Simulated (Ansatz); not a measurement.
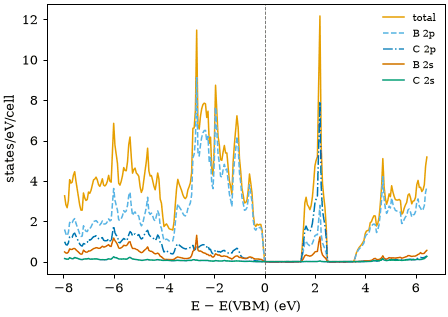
*Total and projected density of states of B$_{4}$C in space group R-3m (No. 166; B on 18h, B on 18h, C on 6c, C on 3b), PBEsol in the plane-wave PAW code Ansatz*

Q: Which orbitals carry the states next to the gap?

A: Top 1 eV of the valence band: B 2p 88 %, B 2s 6 %. Bottom 1 eV of the conduction band: C 2p 62 %, B 2p 26 %, B 2s 10 %. Projections are on Löwdin-orthogonalised atomic valence shells; empty p or d shells of many metals are not among them.

Q: Where is the tallest occupied peak in this window, and what makes it?

A: Near -2.7 eV, about 11 states/eV per cell; the largest projected share is B 2p.

The workflow started from a Materials Project entry (that database holds measured and hypothetical structures alike); the Crystallography Open Database copy checked does not list it. Whether it is the stable phase at ambient conditions was not checked. Symmetry was held in the PBEsol relaxation; phonons on a q-mesh show no instability.

Potentials: the later of the program's two PAW sets.
